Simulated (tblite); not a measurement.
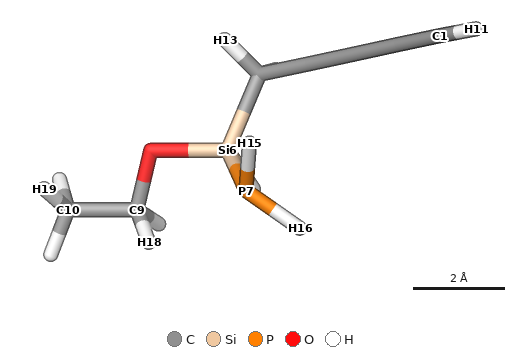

**Figure 1.** The structure as given in the input (stick view, seen at a tilt; atoms are numbered from 1 in the order of the input).

## Geometry relaxation of C7H11OPSi (part 1 of 2)

- system: C7H11OPSi
- method: GFN2-xTB geometry optimisation, gas phase (tblite 0.8.0)

It belongs to a series of runs on one base structure; here: CH2 inserted into a O-C bond.

### The input
```
{"job": {"kind": "relax", "xc": "GFN2-xTB", "basis": "xTB"}, "charge": 0, "multiplicity": 1}
C      5.762700    -1.134600     0.217900
C      4.675200    -0.639700    -0.080500
C      3.430300    -0.082300    -0.381600
C      2.329500     0.413700    -0.659800
C      1.029500     1.004700    -0.948100
Si    -0.346300    -0.033300    -0.296800
P      0.229000    -1.370900     1.335100
O     -1.661400     0.932000     0.251700
C     -2.779300     0.092300     0.178500
C     -3.953100     0.963700     0.666000
H      6.690100    -1.575500     0.461400
H      0.909200     1.103600    -2.065300
H      1.006100     2.009100    -0.470500
H     -0.862100    -0.837700    -1.430100
H      1.292600    -0.746400     2.097400
H      0.599400    -2.698000     0.860300
H     -2.999400    -0.242200    -0.855400
H     -2.669200    -0.803500     0.848100
H     -3.715000     1.461400     1.637000
H     -4.905000     0.412300     0.674700
H     -4.071900     1.788100    -0.099500
```

The first line tells a small driver script what to run in tblite; the rest is the geometry in Å.

Command:
```bash
OMP_NUM_THREADS=1 python <driver script> task.json out
```

### Log
```
step      E/eV     max force
  0    -782.77795    3.064
  1    -783.09467    4.675
  2    -783.38930    3.117
  3    -783.60005    1.218
  4    -783.77122    2.119
  5    -783.81773    3.860
  6    -783.93263    0.786
  7    -783.97029    0.479
  8    -783.99068    0.356
  9    -783.99862    0.333
 10    -784.00949    0.305
 11    -784.01995    0.337
 12    -784.03442    0.342
 13    -784.05088    0.392
 14    -784.06864    0.388
 15    -784.08308    0.330
 16    -784.09342    0.292
 17    -784.10119    0.281
 18    -784.10813    0.247
 19    -784.11471    0.174
 20    -784.12063    0.154
 21    -784.12566    0.193
 22    -784.13043    0.184
 23    -784.13548    0.170
 24    -784.14064    0.169
 25    -784.14589    0.175
 26    -784.15133    0.195
 27    -784.15677    0.179
 28    -784.16189    0.156
 29    -784.16613    0.137
 30    -784.16933    0.115
 31    -784.17236    0.133
 32    -784.17617    0.143
 33    -784.18038    0.166
 34    -784.18379    0.118
 35    -784.18593    0.095
 36    -784.18755    0.092
 37    -784.18956    0.117
 38    -784.19157    0.125
 39    -784.19296    0.073
 40    -784.19392    0.077
 41    -784.19490    0.085
 42    -784.19608    0.105
 43    -784.19691    0.078
 44    -784.19732    0.039
 45    -784.19762    0.041
 46    -784.19806    0.062
 47    -784.19868    0.093
 48    -784.19943    0.087
 49    -784.20012    0.053
 50    -784.20066    0.059
 51    -784.20110    0.057
 52    -784.20154    0.070
 53    -784.20202    0.052
 54    -784.20248    0.052
 55    -784.20289    0.041
 56    -784.20325    0.051
 57    -784.20360    0.044
 58    -784.20395    0.047
 59    -784.20429    0.048
 60    -784.20459    0.047
 61    -784.20485    0.049
 62    -784.20510    0.033
 63    -784.20533    0.036
 64    -784.20551    0.029
 65    -784.20567    0.030
 66    -784.20582    0.030
 67    -784.20602    0.028
 68    -784.20626    0.034
 69    -784.20649    0.039
 70    -784.20668    0.028
 71    -784.20681    0.025
 72    -784.20692    0.023
 73    -784.20704    0.033
 74    -784.20717    0.031
 75    -784.20729    0.027
 76    -784.20743    0.028
 77    -784.20762    0.041
 78    -784.20787    0.045
 79    -784.20812    0.033
 80    -784.20832    0.027
 81    -784.20847    0.030
 82    -784.20863    0.044
 83    -784.20883    0.043
 84    -784.20902    0.028
 85    -784.20917    0.029
 86    -784.20930    0.026
 87    -784.20946    0.032
 88    -784.20967    0.032
 89    -784.20989    0.036
 90    -784.21005    0.026
 91    -784.21016    0.024
 92    -784.21024    0.021
 93    -784.21034    0.019
 94    -784.21044    0.026
 95    -784.21054    0.029
 96    -784.21062    0.025
 97    -784.21068    0.021
 98    -784.21073    0.018
 99    -784.21079    0.021
100    -784.21085    0.022
101    -784.21091    0.016
102    -784.21096    0.016
103    -784.21101    0.020
104    -784.21110    0.032
105    -784.21124    0.039
106    -784.21143    0.037
107    -784.21160    0.073
108    -784.21170    0.089
109    -784.21184    0.032
110    -784.21200    0.065
111    -784.21219    0.122
112    -784.21247    0.131
113    -784.21282    0.076
114    -784.21327    0.067
115    -784.21358    0.087
116    -784.21428    0.077
117    -784.21491    0.081
118    -784.21580    0.096
119    -784.21646    0.081
120    -784.21715    0.048
121    -784.21762    0.072
122    -784.21835    0.077
123    -784.21884    0.080
124    -784.21941    0.046
125    -784.21965    0.123
126    -784.22011    0.045
127    -784.22041    0.032
128    -784.22076    0.038
129    -784.22097    0.037
130    -784.22118    0.031
131    -784.22138    0.037
132    -784.22160    0.044
133    -784.22186    0.048
134    -784.22205    0.049
135    -784.22217    0.066
136    -784.22243    0.035
137    -784.22270    0.039
138    -784.22296    0.039
139    -784.22318    0.034
140    -784.22333    0.032
141    -784.22345    0.025
142    -784.22359    0.028
143    -784.22375    0.044
144    -784.22388    0.045
145    -784.22403    0.035
146    -784.22422    0.025
147    -784.22436    0.027
148    -784.22460    0.038
149    -784.22475    0.035
150    -784.22484    0.025
151    -784.22489    0.018
152    -784.22494    0.020
153    -784.22497    0.014
154    -784.22499    0.013
155    -784.22503    0.012
156    -784.22508    0.017
157    -784.22516    0.020
158    -784.22526    0.024
159    -784.22536    0.024
160    -784.22547    0.025
161    -784.22558    0.023
162    -784.22568    0.019
163    -784.22574    0.014
164    -784.22576    0.010
165    -784.22578    0.012
166    -784.22580    0.011
167    -784.22581    0.008
```

### Trajectory as extended XYZ (Å, eV, eV/Å), 11 of the 168 frames kept, from step=0 to step=167
```
21
Properties=species:S:1:pos:R:3:forces:R:3 step=0 energy=-782.77795
C     5.7627   -1.1346    0.2179   -2.2810   1.0070  -0.6280
C     4.6752   -0.6397   -0.0805    0.8040  -0.4070   0.3110
C     3.4303   -0.0823   -0.3816   -1.1930   0.5230  -0.3230
C     2.3295    0.4137   -0.6598    2.1150  -0.9160   0.4690
C     1.0295    1.0047   -0.9481    1.5440   1.1640  -0.8290
Si   -0.3463   -0.0333   -0.2968   -1.5390   0.2300   0.2620
P     0.2290   -1.3709    1.3351   -0.5930  -0.8900   1.7470
O    -1.6614    0.9320    0.2517    1.8940  -2.0890  -1.2000
C    -2.7793    0.0923    0.1785   -1.5100   0.5110   1.0540
C    -3.9531    0.9637    0.6660   -0.1770   0.8990  -0.7220
H     6.6901   -1.5755    0.4614   -0.2650   0.1540  -0.0840
H     0.9092    1.1036   -2.0653    0.2800   0.1560   1.0560
H     1.0061    2.0091   -0.4705    0.0470  -0.4340  -0.4910
H    -0.8621   -0.8377   -1.4301    0.1180   0.0260   0.1380
H     1.2926   -0.7464    2.0974   -0.3150  -0.8470  -1.2360
H     0.5994   -2.6980    0.8603    0.4730   1.5100   0.1430
H    -2.9994   -0.2422   -0.8554    0.2380   0.0700   0.4860
H    -2.6692   -0.8035    0.8481    0.0620   0.5860  -0.5450
H    -3.7150    1.4614    1.6370   -0.3000  -0.7060  -0.7620
H    -4.9050    0.4123    0.6747    0.5020   0.1720   0.3060
H    -4.0719    1.7881   -0.0995    0.0950  -0.7190   0.8500
21
Properties=species:S:1:pos:R:3:forces:R:3 step=17 energy=-784.10119
C     5.6886   -1.1216    0.1973    0.0030   0.0160  -0.0070
C     4.6272   -0.6295   -0.0866    0.0520  -0.0300   0.0510
C     3.4214   -0.0792   -0.3699   -0.0310   0.0190   0.0080
C     2.3648    0.4515   -0.6116   -0.0920   0.0710  -0.0490
C     1.0822    1.0231   -0.8888   -0.1400  -0.0200   0.0260
Si   -0.3075   -0.1563   -0.3091    0.0220  -0.0750   0.0070
P     0.0851   -1.4267    1.4966    0.0910  -0.0460   0.0510
O    -1.6164    0.7544    0.0082   -0.1210  -0.0980  -0.0690
C    -2.8613    0.1162    0.1774   -0.0180  -0.0530  -0.0580
C    -3.9552    1.0559    0.6574    0.1020  -0.0770   0.0020
H     6.6191   -1.5348    0.4354    0.0830  -0.0540   0.0080
H     0.9684    1.1513   -1.9653    0.0690   0.0910  -0.0400
H     0.9986    2.0036   -0.4220    0.0010   0.0230   0.0580
H    -0.5578   -1.0861   -1.4269   -0.0510   0.0160  -0.0410
H     1.2877   -0.8340    1.8269    0.0090  -0.0090   0.0070
H     0.7155   -2.4331    0.7841    0.0040   0.0110   0.0510
H    -3.1380   -0.3258   -0.7880   -0.0760   0.0240   0.0370
H    -2.7618   -0.7100    0.8984    0.1190   0.0790  -0.0550
H    -3.7063    1.4500    1.6419   -0.0630  -0.0370  -0.0830
H    -4.8660    0.4578    0.7133    0.0070   0.2720   0.0700
H    -4.0971    1.8903   -0.0280    0.0280  -0.1230   0.0260
21
Properties=species:S:1:pos:R:3:forces:R:3 step=33 energy=-784.18038
C     5.6608   -1.1069    0.1909   -0.0860   0.0410  -0.0200
C     4.5944   -0.5972   -0.0453    0.0410  -0.0310   0.0010
C     3.3840   -0.0375   -0.3083   -0.0050   0.0090  -0.0170
C     2.3231    0.4803   -0.5662   -0.0620   0.0800   0.0000
C     1.0273    1.0443   -0.8239   -0.0320  -0.0900   0.0140
Si   -0.3199   -0.2626   -0.4178    0.1160  -0.0280   0.1160
P     0.1435   -1.3919    1.4829    0.0790  -0.0400  -0.0140
O    -1.7044    0.5661   -0.2614    0.0480   0.0530  -0.0140
C    -2.9388    0.0248    0.1312   -0.0120   0.0120   0.0340
C    -3.8655    1.1098    0.6531   -0.0270   0.0290   0.0660
H     6.5901   -1.5472    0.3914    0.0090   0.0010   0.0080
H     0.9635    1.3283   -1.8751   -0.0160   0.0200   0.0170
H     0.8903    1.9467   -0.2226   -0.0010  -0.0550  -0.0110
H    -0.4258   -1.2413   -1.5086    0.0170  -0.0080  -0.0810
H     1.3543   -0.7748    1.7567   -0.1280   0.0050  -0.0610
H     0.7824   -2.4425    0.8390   -0.0690   0.0570   0.0480
H    -3.4009   -0.4693   -0.7311    0.0710  -0.0050  -0.0550
H    -2.7686   -0.7327    0.9055   -0.0060  -0.0390   0.0130
H    -3.5151    1.4979    1.6046    0.0950   0.0190   0.0100
H    -4.8558    0.6895    0.7989   -0.0520   0.0050  -0.0060
H    -3.9278    1.9329   -0.0535    0.0200  -0.0370  -0.0490
21
Properties=species:S:1:pos:R:3:forces:R:3 step=50 energy=-784.20066
C     5.6323   -1.0857    0.1791   -0.0250   0.0110  -0.0020
C     4.5707   -0.5691   -0.0619   -0.0040  -0.0060   0.0030
C     3.3589   -0.0095   -0.3184    0.0010   0.0090  -0.0060
C     2.2924    0.5084   -0.5527    0.0160   0.0510  -0.0250
C     0.9807    1.0377   -0.7872    0.0090  -0.0240   0.0050
Si   -0.3115   -0.3305   -0.4408    0.0090  -0.0040   0.0150
P     0.1142   -1.4067    1.4897    0.0120  -0.0100   0.0040
O    -1.6920    0.5034   -0.3045   -0.0010   0.0240  -0.0150
C    -2.9317    0.0016    0.1176   -0.0050  -0.0250  -0.0030
C    -3.7954    1.1324    0.6494   -0.0020   0.0050  -0.0180
H     6.5572   -1.5331    0.3872   -0.0060   0.0150  -0.0080
H     0.8990    1.3850   -1.8175    0.0190  -0.0110  -0.0010
H     0.8014    1.8948   -0.1343    0.0300  -0.0080   0.0110
H    -0.3526   -1.2789   -1.5646   -0.0110  -0.0120  -0.0040
H     1.3050   -0.7455    1.7205   -0.0150  -0.0130   0.0330
H     0.7720   -2.4754    0.9076   -0.0250  -0.0030  -0.0040
H    -3.4200   -0.4787   -0.7379   -0.0030  -0.0080  -0.0260
H    -2.7710   -0.7608    0.8893   -0.0030  -0.0190   0.0260
H    -3.3646    1.5451    1.5580    0.0050  -0.0030  -0.0250
H    -4.7953    0.7645    0.8606    0.0050  -0.0040   0.0350
H    -3.8586    1.9179   -0.0986   -0.0080   0.0370   0.0050
21
Properties=species:S:1:pos:R:3:forces:R:3 step=67 energy=-784.20602
C     5.6310   -1.0644    0.1697   -0.0070   0.0150  -0.0080
C     4.5741   -0.5431   -0.0810    0.0040  -0.0040   0.0000
C     3.3623    0.0151   -0.3376    0.0030  -0.0010   0.0010
C     2.2947    0.5307   -0.5705   -0.0050   0.0070   0.0110
C     0.9718    1.0411   -0.7773    0.0050  -0.0230   0.0060
Si   -0.3023   -0.3477   -0.4375    0.0090  -0.0130   0.0100
P     0.0699   -1.4346    1.5024    0.0010   0.0100  -0.0130
O    -1.6893    0.4810   -0.3384    0.0140   0.0080  -0.0140
C    -2.9323   -0.0030    0.0937    0.0050  -0.0090  -0.0020
C    -3.7652    1.1436    0.6410    0.0120   0.0100   0.0060
H     6.5558   -1.5099    0.3809    0.0000   0.0070  -0.0050
H     0.8682    1.4090   -1.7983    0.0120  -0.0220  -0.0130
H     0.7914    1.8833   -0.1055    0.0160  -0.0020   0.0160
H    -0.3245   -1.3139   -1.5491    0.0040   0.0230   0.0100
H     1.2618   -0.7969    1.7876   -0.0130   0.0040  -0.0090
H     0.7285   -2.5072    0.9283   -0.0170   0.0030  -0.0010
H    -3.4340   -0.4747   -0.7589   -0.0200   0.0000  -0.0030
H    -2.7762   -0.7672    0.8659   -0.0070  -0.0100   0.0000
H    -3.2713    1.5764    1.5062    0.0060   0.0130   0.0210
H    -4.7467    0.7838    0.9347   -0.0110  -0.0050  -0.0020
H    -3.8765    1.9156   -0.1158   -0.0120  -0.0110  -0.0100
```
